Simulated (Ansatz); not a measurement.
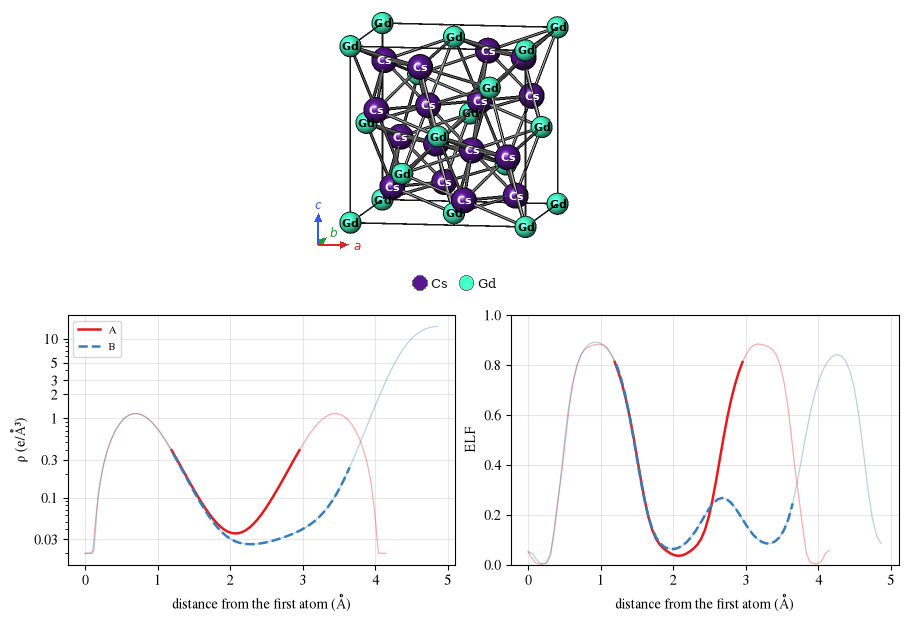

Figure. Cs₂Gd. Valence electron density and electron localisation function along straight lines between neighbouring atoms. Thin, pale parts lie inside the atomic spheres. The structure is drawn too.

Space group Fd-3m; a structure generated by program, which may or may not match a known phase; spin-polarised.

Theory: DFT PBE, scalar-relativistic, plane waves, PAW (Ansatz).

In a PAW calculation such maps are meaningful between the atoms, not at the nuclei.

Input file:

```
crystal:
  lattice:
    - [0.0, 5.60491444, 5.60491444]
    - [5.60491444, 0.0, 5.60491444]
    - [5.60491444, 5.60491444, 0.0]
  atoms:
    - { symbol: Cs, position: [0.125, 0.125, 0.125] }
    - { symbol: Cs, position: [0.625, 0.125, 0.125] }
    - { symbol: Cs, position: [0.125, 0.125, 0.625] }
    - { symbol: Cs, position: [0.125, 0.625, 0.125] }
    - { symbol: Gd, position: [0.5, 0.5, 0.5], spin: 8.31 }
    - { symbol: Gd, position: [0.75, 0.75, 0.75], spin: 8.31 }
basis:
  ecutwfc: 420
kpoints:
  mp_grid: { grid: [6, 6, 6] }
hamiltonian:
  xc: pbe
scf:
  occupations: { method: gaussian, width: 0.1 }
output:
  forces: true
  stress: true
  eigenvalues: true
  populations: true
  write_density: true
  write_potential: true
  elf: true
  volumetric_format: npy
magnetization:
  spin_polarized: true
relax:
  adjacent_minimum: "off"
  f_tol: 0.01
  max_steps: 80
  cell: { stress_tol: 0.05 }
```

Launched as:

```sh
ansatz run input.yaml --threads 1 --pin off --max-ram 2560MiB --backend cpu --events-out ev --progress --plain --runs-dir out
```

Below, planes, directions and counts refer to the conventional cell (a = 11.72 Å, b = 11.72 Å, c = 11.72 Å, α = 90.00°, β = 90.00°, γ = 90.00°).

The fields are those of the relaxed geometry.

Which curve belongs to which contact (Cs–Cs and Cs–Gd)? The first atom named is at distance zero.

Curve A: Cs–Cs (4.15 Å): ρ is about 0.04 e/Å³ halfway; the ELF is about 0.05 at the midpoint; no shared electron pair shows on this line. Curve B: Cs–Gd (4.86 Å): ρ at the midpoint is about 0.03 e/Å³; the ELF is about 0.20 at the midpoint: no localised pair shows between them.
